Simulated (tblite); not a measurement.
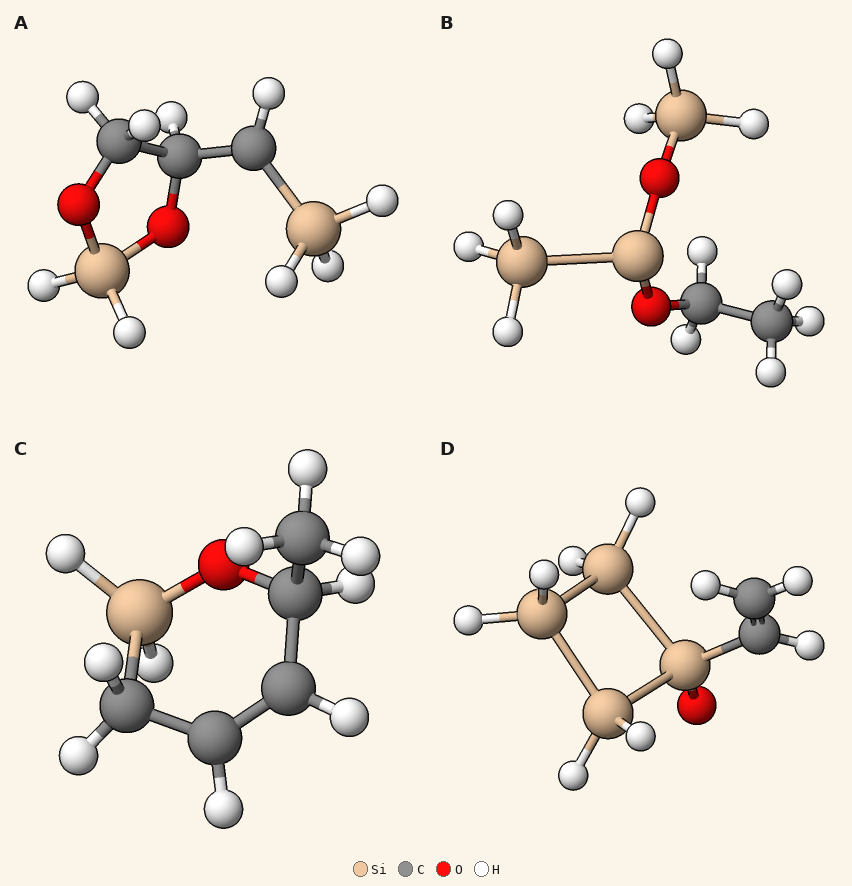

The picture comes from a calculation with tblite.

### Which panel belongs to which SMILES?
(1) [SiH3][CH][C@@H]1CO[SiH2]O1
(2) C=C[Si]1([O])[SiH2][SiH2][SiH2]1
(3) C[C@H]1[CH+][CH]C[SiH2]O1
(4) CCO[Si]([SiH3])O[SiH3]

A is (1), B is (4), C is (3), D is (2).
